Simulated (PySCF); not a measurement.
C5H13OSi (SMILES CCC(CC)O[SiH2]) (doublet)

```xyz
20

C     1.2740   -2.0167    0.3895
C     0.1123   -1.3241   -0.3122
C     0.1079    0.1810   -0.0450
C    -1.1160    0.8888   -0.6322
C    -2.4164    0.5589    0.0893
O     1.2703    0.7322   -0.6347
Si    2.2931    1.8350   -0.0504
H     2.2181   -1.5916    0.0581
H     1.1971   -1.8911    1.4681
H     1.2739   -3.0806    0.1646
H    -0.8311   -1.7498    0.0317
H     0.1906   -1.4781   -1.3901
H     0.1337    0.3539    1.0408
H    -1.1947    0.6274   -1.6891
H    -0.9316    1.9642   -0.5714
H    -3.2257    1.1680   -0.3060
H    -2.6853   -0.4860   -0.0414
H    -2.3241    0.7604    1.1544
H     2.9457    1.3982    1.1791
H     1.7032    3.1607    0.0939
```

Geometry: GFN2-xTB.

Theory: UKS B3LYP, pcH-1 on C H O Si, non-relativistic, mean-field spin-orbit, GIAO (PySCF 2.14.0, density-fitted response routines).

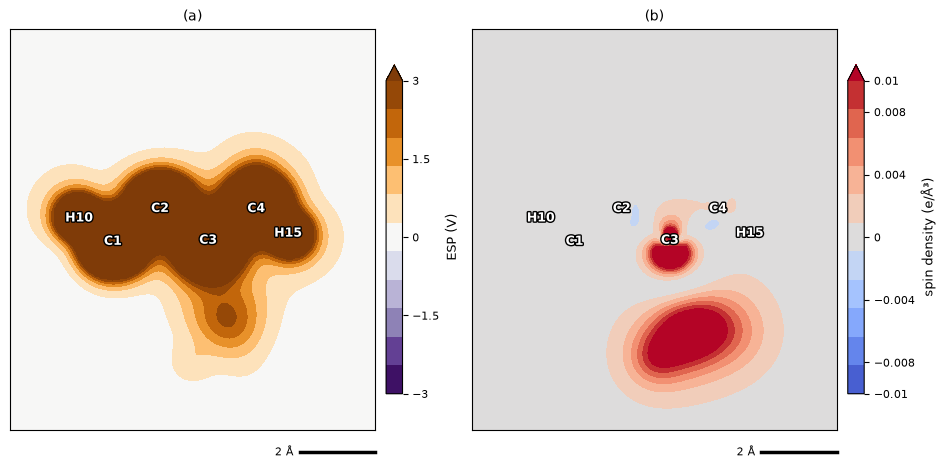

Figure 1. (a) electrostatic potential; (b) spin density (α minus β) on the plane of atoms C2, C1 and H10.

### Read the bonding off the picture.

The plane passes through C and H nuclei.
The unpaired spin (1 electron) lies mostly on Si7 (about 0.8), in electrons by Hirshfeld's partition.
The potential has no marked negative region in this plane.

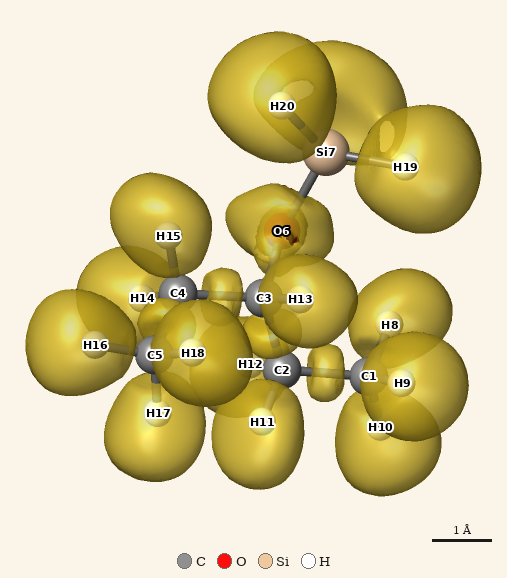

Figure 2. Isosurface of the electron localisation function at 0.75 (yellow), seen at a tilt. Only the valence region is drawn (cores and ρ < 0.01 e/Å³ removed).

### Identify the bonds, lone pairs and shells in this picture.

The surface consists of four regions between bonded C–C atoms (shared pairs), eleven regions around hydrogen nuclei, one region on O in which the atom's valence shell and bonds are merged and one joined region spread over several atoms (H, Si), in which their bonds and any lone pairs are merged. Along the contacts the grid gives the following. C–O (1.42 Å): the ELF peaks at about 0.90 between the atoms: a shared but strongly polarised pair. C–C (1.52 Å): the ELF peaks at about 0.95 between the atoms, as expected for a covalent bond.

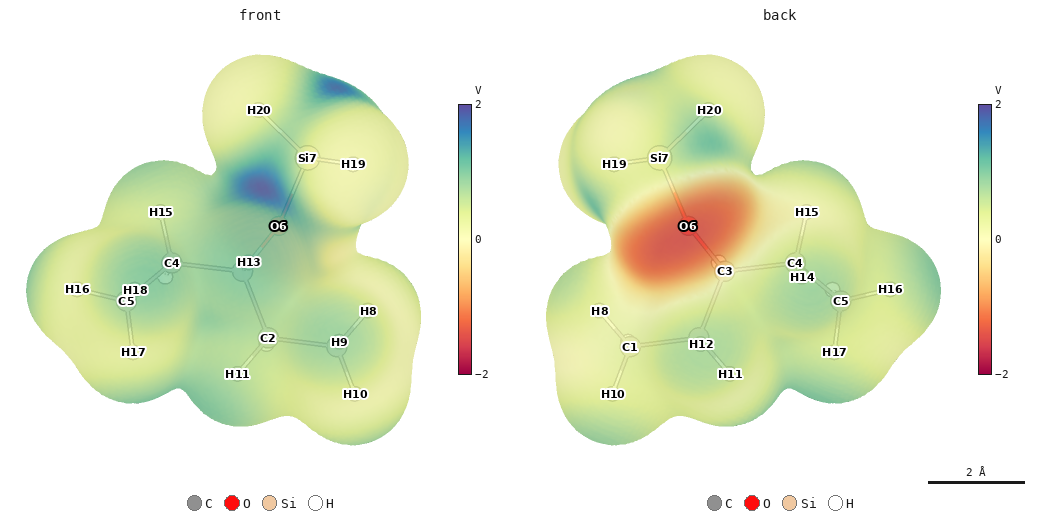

Figure 3. The molecular electrostatic potential painted on the density surface at 0.004 e/bohr³, seen from the front and from behind; red is negative and blue positive.

### Describe the electrostatic potential map.

The most negative region (about −1.4 V, or −32 kcal/mol for a unit charge) lies over O6, the most positive (about +1.7 V, or +39 kcal/mol for a unit charge) over Si7. O6 is the likeliest acceptor of a hydrogen bond.
